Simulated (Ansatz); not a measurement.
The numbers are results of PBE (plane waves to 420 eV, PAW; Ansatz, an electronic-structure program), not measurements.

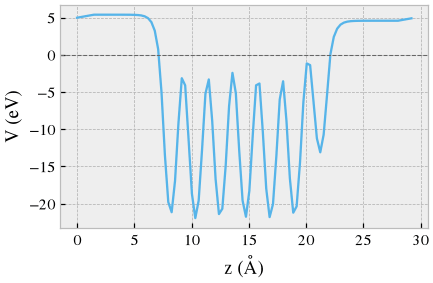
Figure. Planar average of the electrostatic potential across the slab, in eV from the Fermi level, for a constructed model of the (0001) surface of hcp Os, a pseudomorphic layer of Zn in the host's stacking (bottom of the slab: a bare face, its two planes held)

Set-up: 7 atoms, 13.1 Å thick at the start; mesh 16x16x1; 0.1 eV smearing; dipole correction on; 2 atoms held, the rest relaxed; start symmetry kept, larger cells not searched; no spin, no spin-orbit, no U. It is one candidate, not shown to be the stable structure of the face.

The vacuum level lies 4.57 eV above the Fermi level over the top face and 5.38 eV above it under the bottom face.
